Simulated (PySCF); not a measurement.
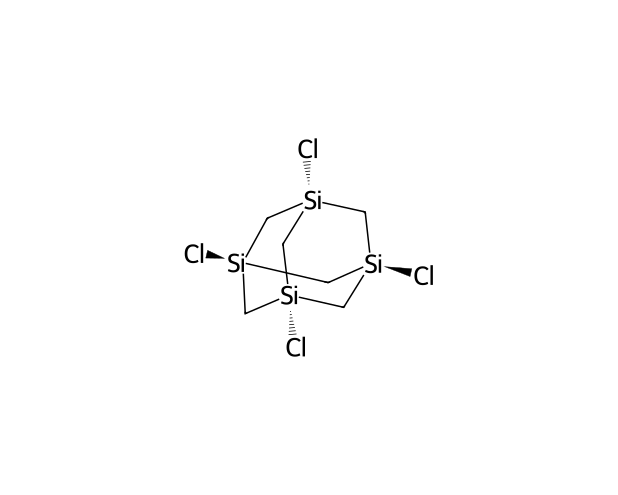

Simulated data, not a measurement (program: PySCF).

A structural formula.

Transcribe the drawing into SMILES.

Answer. Cl[Si@]12C[Si@]3(Cl)C[Si@](Cl)(C1)C[Si@](Cl)(C2)C3

Give the formula, hydrogens included.

Answer. C6H12Cl4Si4.

An optimisation with PBE0-D3(BJ)/def2-SVP gave a structure of which point group?

Answer. Td.
